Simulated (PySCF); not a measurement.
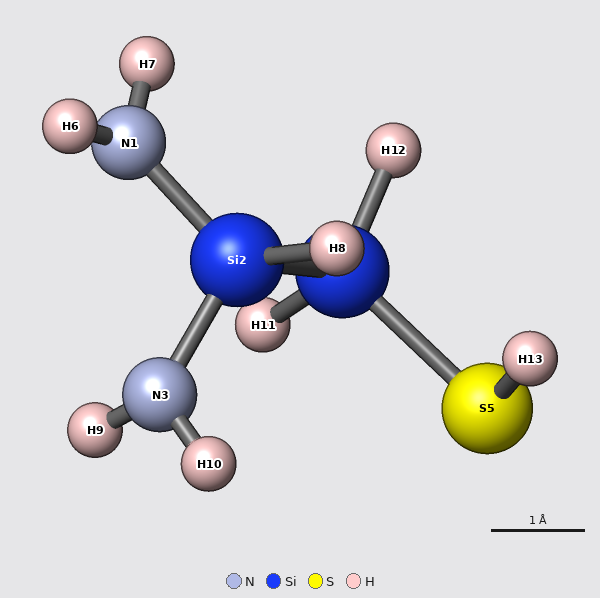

**Figure 1.** The structure as given in the input (ball-and-stick view, seen at a tilt; atoms are numbered from 1 in the order of the input). Bond lengths as drawn: H–N 1.01 Å, H–S 1.35 Å, H–Si 1.50 to 1.51 Å, N–Si 1.73 Å, Si–Si 2.35 Å and S–Si 2.16 Å.

# Si$_{2}$N$_{2}$H$_{8}$S: one change and its effect

System: Si$_{2}$N$_{2}$H$_{8}$S.
Method of run 1: TDDFT HF/def2-SVPD, vertical, gas phase, core orbitals frozen in the response (PySCF 2.14.0).

The geometry comes from this level: PBE0-D3(BJ)/def2-SVP. Text and figures count atoms from 1; the logs count them from 0 in places.

Input file, run 1:
```
{"job": {"kind": "uv", "xc": "HF", "basis": "def2-SVPD", "ip": true}, "charge": 0, "multiplicity": 1}
N     -1.534708     1.268366     0.727410
Si    -0.586080    -0.130058     0.378672
N     -1.439828    -1.063568    -0.799016
Si     1.537136     0.598217    -0.323148
S      2.724102    -1.194042    -0.576235
H     -2.507482     1.164103     0.997016
H     -1.117036     2.090324     1.146971
H     -0.335202    -1.108224     1.495851
H     -1.615928    -0.664762    -1.715210
H     -1.232016    -2.053423    -0.871592
H      1.501835     1.199716    -1.692387
H      2.211930     1.587168     0.581939
H      2.398097    -1.710705     0.630058
```

The first line tells a small driver script what to run in PySCF; the rest is the geometry in Å.

Launched with:
```bash
OMP_NUM_THREADS=1 python <driver script> task.json out
```

Hardware: 1 CPU thread, shared host.

Output (run 1):
```
final grid: 100560 points
cycle   1  E = -1088.5969466081  dE =  1.495e-01  |g| = 4.227e-01  |ddm| = 4.057e+00
cycle   2  E = -1088.6584903267  dE = -6.154e-02  |g| = 1.531e-01  |ddm| = 1.065e+00
cycle   3  E = -1088.6663031269  dE = -7.813e-03  |g| = 5.666e-02  |ddm| = 3.432e-01
cycle   4  E = -1088.6675398129  dE = -1.237e-03  |g| = 1.172e-02  |ddm| = 1.676e-01
cycle   5  E = -1088.6676022930  dE = -6.248e-05  |g| = 3.332e-03  |ddm| = 3.227e-02
cycle   6  E = -1088.6676102497  dE = -7.957e-06  |g| = 8.818e-04  |ddm| = 1.337e-02
cycle   7  E = -1088.6676109381  dE = -6.884e-07  |g| = 2.336e-04  |ddm| = 3.460e-03
cycle   8  E = -1088.6676109837  dE = -4.560e-08  |g| = 5.788e-05  |ddm| = 9.403e-04
cycle   9  E = -1088.6676109860  dE = -2.294e-09  |g| = 2.079e-05  |ddm| = 1.981e-04
cycle  10  E = -1088.6676109863  dE = -2.660e-10  |g| = 7.206e-06  |ddm| = 6.652e-05
converged SCF energy = -1088.6676109863

Static polarisability (au): isotropic 88.170, principal 76.839 87.317 100.353

Singlet excitations
state   eV       nm        f      main configurations
  1   6.5013    190.7   0.00607   H->L+1 0.14, H->L+2 0.12, H->L 0.12
  2   6.5168    190.3   0.02571   H->L 0.53, H->L+8 0.10
  3   7.0005    177.1   0.01197   H->L+5 0.24, H->L+3 0.13, H->L+2 0.13
  4   7.3709    168.2   0.07920   H-1->L 0.37, H-2->L 0.10, H->L+1 0.09
  5   7.7034    160.9   0.03549   H-1->L+1 0.20, H->L+1 0.14, H->L+7 0.10
  6   7.8667    157.6   0.06016   H-2->L 0.36, H-2->L+1 0.14
  7   8.0999    153.1   0.01548   H->L+2 0.29, H->L+5 0.13
  8   8.1747    151.7   0.04709   H->L+3 0.20, H->L+2 0.13, H-1->L+2 0.12
  9   8.3863    147.8   0.09095   H->L+7 0.25
 10   8.5362    145.2   0.11216   H->L+3 0.14, H->L+1 0.12, H->L+4 0.10

Triplet excitations (Tamm-Dancoff, eV): 5.7634 5.8515 5.9918 6.6305
Vertical ionisation energy (delta-SCF) = 8.6742 eV
```

For run 2 the input was changed thus:
```diff
-"xc": "HF"
+"xc": "LDA"
```

What does this change do to the results?

The total energies belong to different methods, so their difference says nothing on which is more stable or more accurate. The HOMO goes from −9.58 to −5.76 eV. The LUMO goes from 2.25 to −1.31 eV. The dipole moment goes from 2.09 to 2.03 D. The lowest excitation goes from 6.50 to 4.59 eV. The strongest computed line goes from 8.54 to 5.82 eV. The method changes from HF to LDA. Exact exchange removes part of the self-interaction error of semilocal functionals, which pushes filled and empty levels apart. The SCF takes 14 iterations against 10.

Output (run 2):
```
coarse grid: 11960 points
cycle   1  E = -1086.3513281159  dE =  2.054e-01  |g| = 6.843e-01  |ddm| = 4.475e+00
cycle   2  E = -1085.9612570942  dE =  3.901e-01  |g| = 1.430e+00  |ddm| = 3.093e+00
cycle   3  E = -1086.4567195690  dE = -4.955e-01  |g| = 1.188e-01  |ddm| = 2.321e+00
cycle   4  E = -1086.4608389178  dE = -4.119e-03  |g| = 5.691e-02  |ddm| = 3.301e-01
cycle   5  E = -1086.4616725264  dE = -8.336e-04  |g| = 2.042e-02  |ddm| = 1.031e-01
cycle   6  E = -1086.4617685904  dE = -9.606e-05  |g| = 6.769e-03  |ddm| = 3.490e-02
cycle   7  E = -1086.4617799846  dE = -1.139e-05  |g| = 1.602e-03  |ddm| = 1.179e-02
cycle   8  E = -1086.4617807565  dE = -7.719e-07  |g| = 5.396e-04  |ddm| = 3.267e-03
final grid: 100560 points
cycle   9  E = -1086.5891135456  dE = -2.143e-05  |g| = 4.250e-03  |ddm| = 5.900e-02
cycle  10  E = -1086.5891026037  dE =  1.094e-05  |g| = 8.131e-03  |ddm| = 1.498e-02
cycle  11  E = -1086.5891174689  dE = -1.487e-05  |g| = 6.306e-04  |ddm| = 1.068e-02
cycle  12  E = -1086.5891175868  dE = -1.179e-07  |g| = 2.321e-04  |ddm| = 1.904e-03
cycle  13  E = -1086.5891176065  dE = -1.973e-08  |g| = 5.048e-05  |ddm| = 5.031e-04
cycle  14  E = -1086.5891176074  dE = -8.949e-10  |g| = 1.484e-05  |ddm| = 1.058e-04
converged SCF energy = -1086.5891176074

Static polarisability (au): isotropic 103.468, principal 86.811 101.859 121.735

Singlet excitations
state   eV       nm        f      main configurations
  1   4.5926    270.0   0.00617   H->L 0.99
  2   5.0769    244.2   0.00749   H-1->L 0.53, H->L+1 0.45
  3   5.1222    242.1   0.01121   H->L+1 0.49, H-1->L 0.43
  4   5.2069    238.1   0.00969   H-2->L 0.72, H->L+2 0.25
  5   5.2183    237.6   0.00827   H->L+2 0.69, H-2->L 0.23
  6   5.5484    223.5   0.00887   H-1->L+1 0.94
  7   5.7020    217.4   0.00266   H-2->L+1 0.84, H-2->L+2 0.10
  8   5.7695    214.9   0.01436   H-1->L+2 0.88, H->L+3 0.09
  9   5.8177    213.1   0.03048   H->L+3 0.73
 10   5.9056    209.9   0.00923   H-2->L+2 0.74, H->L+4 0.16

Triplet excitations (Tamm-Dancoff, eV): 4.3237 4.7523 4.8932 5.0533
Vertical ionisation energy (delta-SCF) = 8.2757 eV
Vertical electron affinity (delta-SCF) = -0.5929 eV
```

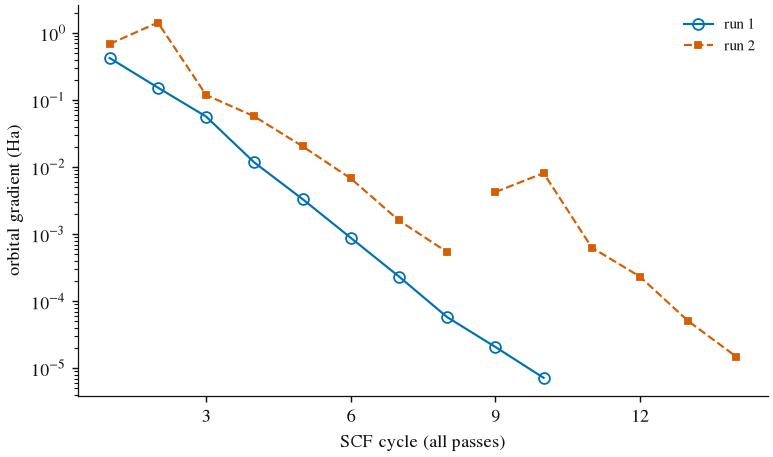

**Figure 2.** Convergence of the two runs: orbital gradient against the SCF cycle. A break in a curve parts two SCF passes (coarse and final grid). Run 1 takes 10 cycles in all, and run 2 takes 14.

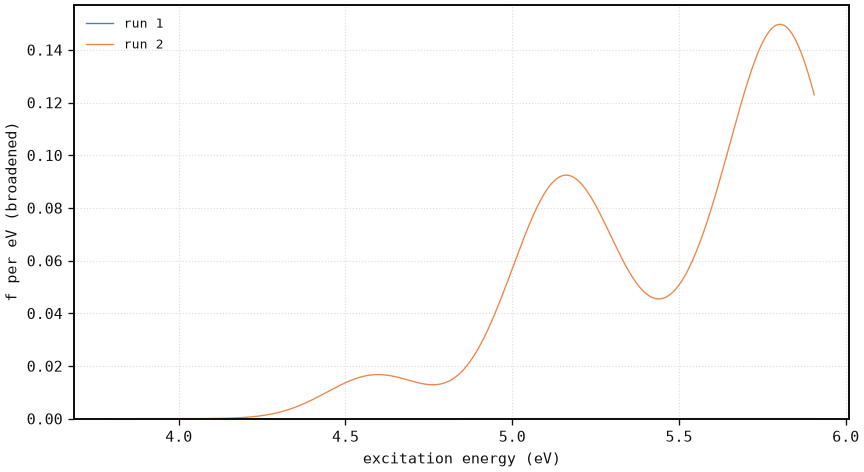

**Figure 3.** Absorption of the two runs from their computed states, each broadened by a Gaussian of 0.35 eV full width; the range ends where the shorter list of states ends.

The two runs side by side:

```tsv
quantity	run 1	run 2
outcome	converged	converged
total energy (hartree)	−1088.667611	−1086.589118
HOMO (eV)	−9.58	−5.76
LUMO (eV)	2.25	−1.31
dipole moment (D)	2.09	2.03
lowest excitation (eV)	6.50	4.59
SCF iterations	10	14
strongest computed line (eV)	8.54	5.82
basis functions	179	179
wall time (shared host)	22 s	1.7 min
```
